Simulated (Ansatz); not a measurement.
```tsv
atom	x (Å)	y (Å)	z (Å)
S	-0.5245	-0.2310	-2.3431
H	0.6518	-0.6911	-1.8903
H	-0.0431	1.0130	-2.4865
Si	-0.0583	-0.0061	1.3563
F	1.2794	-0.4638	0.5958
H	0.2604	0.0438	2.8041
H	-1.1205	-1.0021	1.0943
H	-0.4452	1.3372	0.8693
```

Geometry: PBE0-D4/def2-TZVP.

Computed with RKS PBE0-D4/def2-TZVPPD in Ansatz 0.2.0.

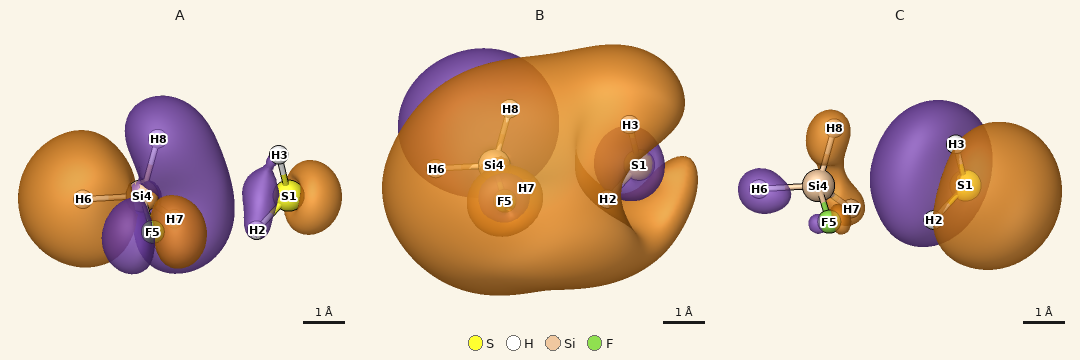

H₂S···FH₃Si (SMILES S.[SiH3]F). Three frontier orbitals at ±0.04 Å⁻³ᐟ² (orange and purple are the two phases), in no order.

Question: Which picture is the HOMO−1, the HOMO and the LUMO?

Answer: A is the HOMO−1 (−9.69 eV). Its weight (Hirshfeld) is mainly on Si4 (about 35 %), H6 (about 30 %), F5 (about 10 %) and H7 (about 10 %). C is the HOMO (−7.59 eV). It lies mainly on S1 (about 85 %); largely a lone pair of S1. B is the LUMO (−0.37 eV). Its weight (Hirshfeld) is mainly on Si4 (about 50 %), S1 (about 10 %), H3 (about 10 %), F5 (about 10 %), H2 (about 5 %) and H8 (about 5 %).

Question: What is the HOMO–LUMO gap?

Answer: 7.22 eV between the orbital energies.
